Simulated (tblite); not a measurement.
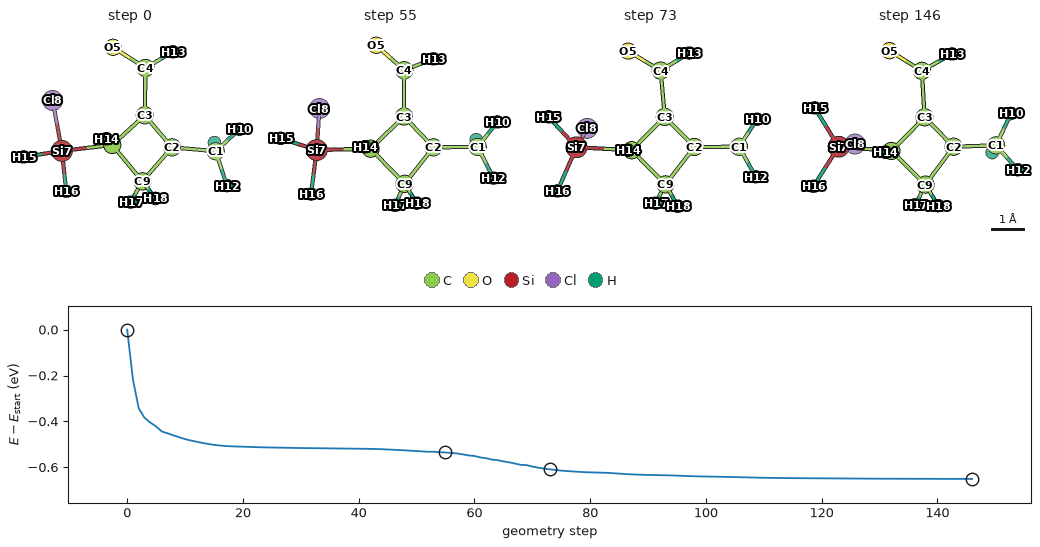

Frames of a relaxation of C$_{6}$H$_{9}$ClOSi, marked on the history of the run. The picture is a ball-and-stick view, seen face on.

All numbers below come from GFN2-xTB geometry optimisation, gas phase (tblite). 

Question: What happens along the run?

Answer: The largest moves after the best rigid fit, 1.62 Å, are those of Cl and H atoms. Largest moves by element: H 1.62 Å, Cl 1.62 Å, C 0.36 Å, O 0.29 Å, Si 0.17 Å. Among the contacts that change: Cl–Si 2.097 → 2.020 Å, C–C 1.493 → 1.556 Å, C–Si 1.866 → 1.903 Å, C–O 1.247 → 1.211 Å. Bond angles that change, for instance: Si–C–C 109.4° → 117.7°, C–Si–Cl 113.4° → 106.5°, H–C–H 115.8° → 108.9°. Groups turn about C–Si by about 70°, C–C by about 40°. After 146 geometry steps the energy has fallen by 0.651 eV. The run took 1.4 s on 1 thread of Arm Neoverse V1, with other jobs on the host. From step 0 to 55: H atoms move most (0.58 Å), energy −0.535 eV. From step 55 to 73: the Cl atom moves most (0.73 Å), energy −0.074 eV. From step 73 to 146: Cl and H atoms move most (0.52 Å), energy −0.042 eV.

```
step  E − E(0), eV
   0        0.0000
   1       -0.2179
   2       -0.3435
   3       -0.3845
   4       -0.4050
   5       -0.4221
   6       -0.4442
   7       -0.4521
   8       -0.4610
   9       -0.4691
  10       -0.4772
  17       -0.5072
  24       -0.5132
  31       -0.5164
  39       -0.5186
  46       -0.5237
  53       -0.5322
  60       -0.5507
  67       -0.5837
  74       -0.6119
  82       -0.6235
  89       -0.6328
  96       -0.6376
 103       -0.6417
 110       -0.6458
 117       -0.6478
 125       -0.6494
 132       -0.6500
 139       -0.6505
 146       -0.6509
```
